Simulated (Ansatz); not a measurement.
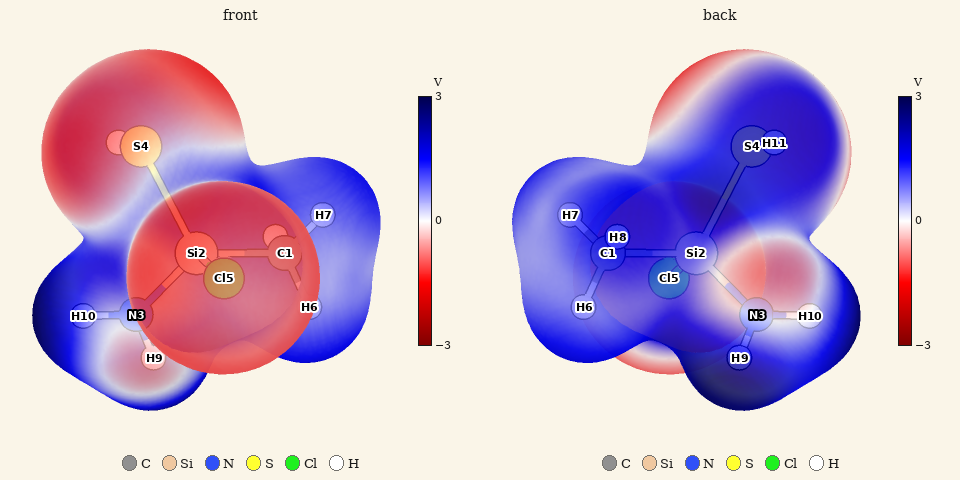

Figure. CH6ClNSSi. The electrostatic potential painted on the density surface at 0.004 e/bohr³, seen from the front and from behind; the colour scale runs from red (negative) to blue (positive).

The calculation used RKS PBE0/6-31G in Ansatz 0.2.0.

```xyz
11

C    -1.1046    0.9979   -0.4040
Si    0.3822    0.1287    0.3601
N     1.1267   -0.9256   -0.8052
S    -0.0266   -1.0466    2.2061
Cl    1.7134    1.7115    1.0955
H    -0.7918    1.5935   -1.2678
H    -1.5633    1.6679    0.3272
H    -1.8473    0.2621   -0.7268
H     1.0465   -0.7625   -1.7975
H     1.8231   -1.6079   -0.5470
H    -0.6927   -2.0759    1.5798
```

Question: Describe the electrostatic potential map.

Answer: The most negative region (about −1.3 V) lies over S4 and Cl5, the most positive (about +2.9 V) over H9 and H10.
